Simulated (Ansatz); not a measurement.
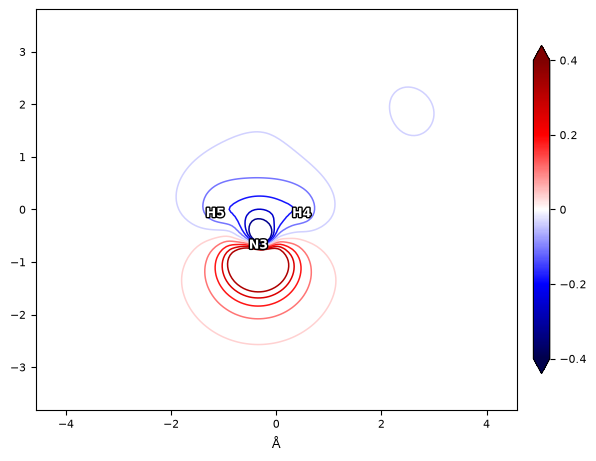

Figure 1: AlHO···NH3. The HOMO−1 on the plane of atoms H4, N3 and H5 (values in Å⁻³ᐟ²; the overall sign is arbitrary).

Theory: RKS PBE0-D4/def2-SVP in Ansatz 0.2.0.

```yaml
atoms:
  - { symbol: Al, position_ang: [-0.9212, 1.0447, 0.3760] }
  - { symbol: H, position_ang: [1.9409, -0.1747, 1.3881] }
  - { symbol: N, position_ang: [2.1348, -0.2677, 0.3927] }
  - { symbol: H, position_ang: [1.2847, -0.6095, -0.0541] }
  - { symbol: H, position_ang: [2.3142, 0.6675, 0.0322] }
  - { symbol: O, position_ang: [-0.9727, -0.3736, -0.5533] }
  - { symbol: H, position_ang: [-1.1592, -1.1334, -1.0988] }
```

**Where does this orbital lie, and at what energy?**

Its weight (Hirshfeld) is mainly on N3 (about 60 %) and Al1 (about 20 %). Its energy is −7.51 eV.
